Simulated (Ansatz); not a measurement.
Cost and result by functional for the adsorption energy of OH on the 1x1 (100) surface of bcc Nb, one in a 2x2 cell, started at the site 'hollow Nb-Nb-Nb-Nb over Nb at depth 1.4 Å', in Ansatz (plane waves, PAW). Single points on the PBE structure, on one kind of machine; costs are rough ratios of the slab run's core time (references not counted) to the cheapest single point. r2SCAN's cost holds its higher cutoff (500 against 420 eV). Differences are taken against r2SCAN for comparison alone: no measured value is at hand, so the table doesn't rank accuracy.

Set-up: 22 atoms, 6.2 Å thick at the start under the adsorbate (thin: gaps and levels are the slab's own); mesh 4x4x1; 0.1 eV smearing; dipole correction on; 8 atoms held, the rest relaxed; symmetry of the start imposed; no spin, no spin-orbit, no U, no dispersion correction. At the end it is bonded to 2 Nb. In PBE it is, or lies within 0.03 eV of, the lowest of the starts that converged. These notes are the PBE run's. Adsorption energies are against H2O(g) − ½ H2(g). A negative adsorption energy means that the adsorbate is more stable on the surface than in its reference.

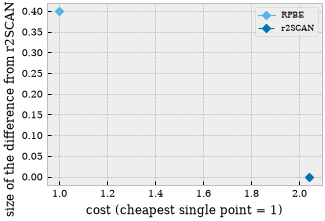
Difference from r2SCAN against cost

```csv
functional,relative cost,adsorption energy (eV),less r2SCAN (eV)
RPBE,1,-1.38,0.40
r2SCAN,2,-1.78,0.00
PBE (the relaxed run's value),–,-1.53,0.25
```

The values span 0.40 eV, while the single points' costs differ by a factor of roughly 2. Differences are of unrounded values.

Ansatz is a program for electronic structure.
